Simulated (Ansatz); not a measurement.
# CH₃AlN (SMILES C=[N][AlH]) (doublet): what the fields show

The calculation's input:

```
crystal:
  periodic: [false, false, false]
  atoms:
    - { symbol: C, position_ang: [-0.89305, -0.18812, -0.82891] }
    - { symbol: "N", position_ang: [-0.02664, -0.46959, 0.05379] }
    - { symbol: Al, position_ang: [1.36488, 0.03525, 1.03716] }
    - { symbol: H, position_ang: [-0.81888, -0.57653, -1.84644] }
    - { symbol: H, position_ang: [-1.79525, 0.38894, -0.61172] }
    - { symbol: H, position_ang: [2.16895, 0.81005, 2.19611] }
magnetization:
  spin_polarized: true
  initial_magnetization: 1
basis:
  gaussian: { orbitals: def2-SVP }
hamiltonian:
  xc: hf
relax:
  f_tol: 0.02
  max_steps: 40
output:
  orbitals: {}
```

Run with:

```sh
ansatz run input.yaml --threads 1 --pin off --max-ram 2048MiB --backend cpu --events-out ev --progress --plain --runs-dir out
```

The fields are those of the relaxed geometry.

⟨S²⟩ = 0.80, above the pure value of 0.75.

These are results of UHF/def2-SVP (Ansatz 0.2.0), not measurements.

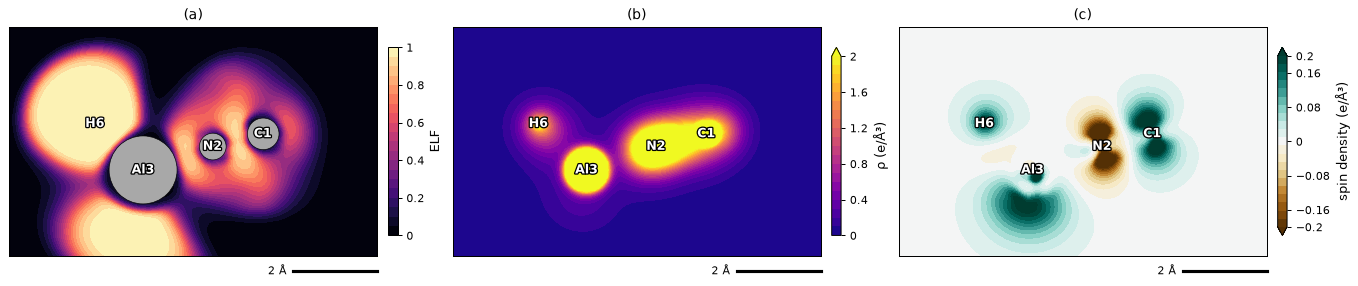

Figure 1. (a) ELF; (b) electron density; (c) spin density (α minus β) on the plane of atoms N2, Al3 and H6. Grey discs cover the atomic cores in the ELF map.

Question: Interpret the plot.

Answer:
- The section cuts through C, N, Al and H sites.
- C–N (1.24 Å): ρ at the midpoint is about 3 e/Å³; the ELF peaks at about 0.90 between the atoms; a short, multiple covalent bond.
- Al–N (1.75 Å): ρ is about 0.8 e/Å³ halfway; the ELF peaks at about 0.90 in the valence shell of N, 0.6 Å from its nucleus, and is about 0.50 at the midpoint.
- Al–H (1.59 Å): ρ is about 0.53 e/Å³ halfway; the ELF climbs to about 1 towards the hydrogen.
- The ELF also peaks beside Al3, away from the bonds: non-bonding electrons, paired or unpaired.
- The unpaired spin (1 electron) lies mostly on Al3 (about 0.9), C1 (about 0.2) and H6 (about 0.1), in electrons by Hirshfeld's partition, with opposite, polarisation-induced spin on N2.

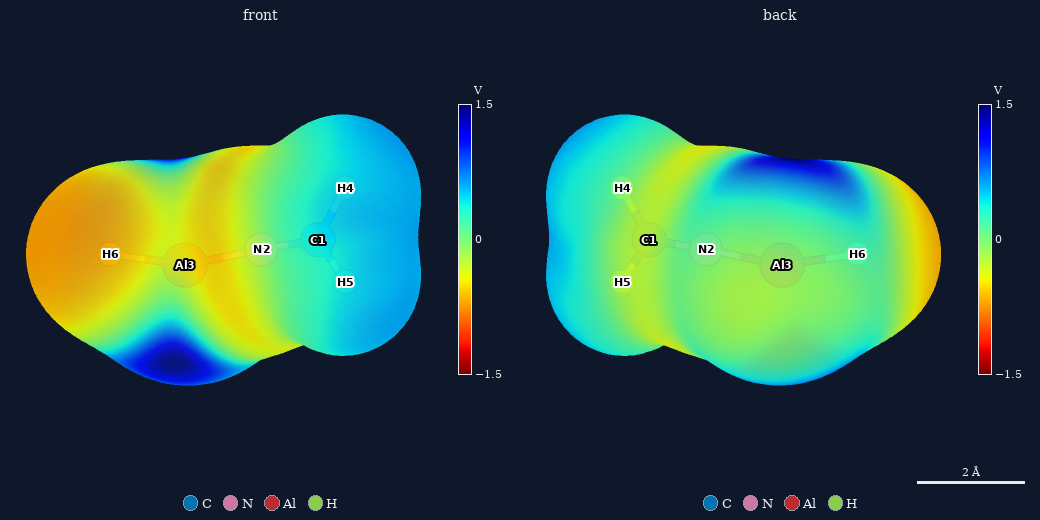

Figure 2. The electrostatic potential painted on the density surface at 0.001 e/bohr³, seen from the front and from behind; red is negative and blue positive.

Question: Where is the surface potential most negative and most positive?

Answer: The most negative region (about −0.8 V) lies over H6, the most positive (about +1.4 V) over Al3.

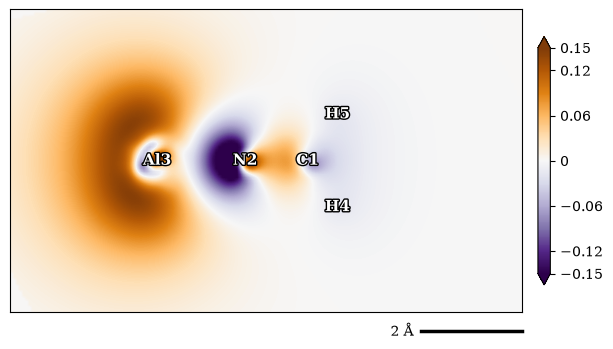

Figure 3. The HOMO (α) on the plane of atoms H4, C1 and H5 (values in Å⁻³ᐟ²; the overall sign is arbitrary).

Question: What is the character of this orbital?

Answer: By Hirshfeld shares it lies mainly on Al3 (about 80 %) and H6 (about 10 %). Its energy is −7.98 eV.
